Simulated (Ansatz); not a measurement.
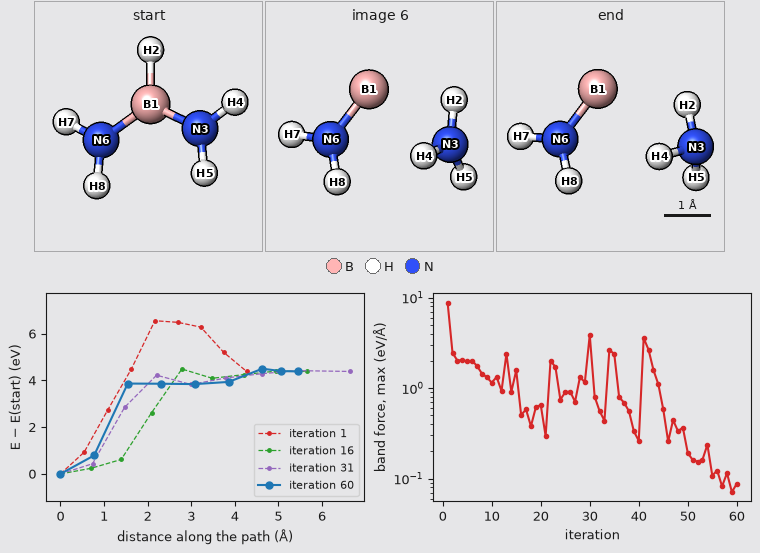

NEB run on BN2H5. Images are numbered from 0 (start) to 8 (end). The plot follows the band through its iterations. Style: ball-and-stick. Shown from a free direction.

The calculation used Ansatz 0.2.0, RKS PBE0-D4/def2-SVP. Set-up: 7 movable images; climbing image; force threshold 0.03 eV/Å; iteration limit 60; starting path through a guess of the saddle point.

Q: Did the band converge, and can the barrier be trusted?

A: The result isn't final. The band hadn't converged when the run stopped after 60 iterations. The largest component of the band force went from 8.8 to 0.088 eV/Å. The barrier read from it is provisional, though the highest image hardly moved in the last two iterations. The first iteration put the highest image at 6.56 eV. Forward barrier 4.50 eV, backward barrier 0.12 eV, with image 6 at the top; the reaction energy is +4.39 eV.

Cost: 11 min on 1 thread of Arm Neoverse V1, on a shared host, peak memory 0.13 GiB.
